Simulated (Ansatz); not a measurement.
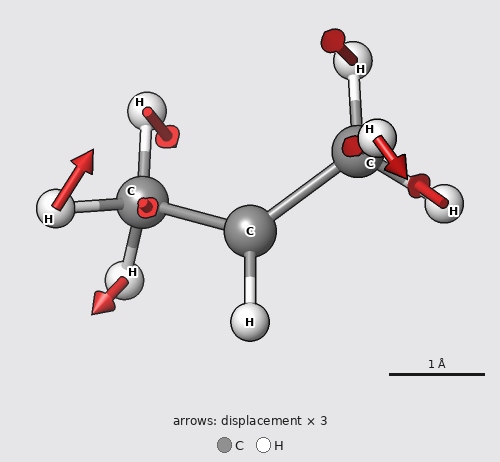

This is a relaxation of C3H7 (charge +1). The starting structure is drawn; red arrows show the displacements, 3 times their true length. The two geometries are superimposed by the best rigid fit.

The picture is a ball-and-stick view, seen at a tilt.

The start comes from GFN2-xTB.

Method: RKS PBE0-D4/def2-TZVP in Ansatz. Settings: force threshold 0.005 eV/Å; at most 150 steps.

Q: What did the optimiser do to the structure, and how much energy did it gain?

A: The largest move after the best rigid fit is that of an H atom, 0.27 Å. By element the largest moves are H 0.27 Å, C 0.11 Å. Among the contacts that change: C–H 1.102 → 1.119 Å, C–H 1.100 → 1.095 Å. Among the angles between lasting bonds that change: C–C–H 109.1° → 100.7°, H–C–H 111.2° → 114.5°, C–C–H 110.1° → 113.3°. Over 11 accepted moves (15 points after the start) the energy falls by 0.025 eV. The largest force component goes from 0.45 to 0.0033 eV/Å. The line search rejected the trial steps at points 8, 10, 12, 14 of the run. The run took of the order of 50 core-seconds on a shared host.
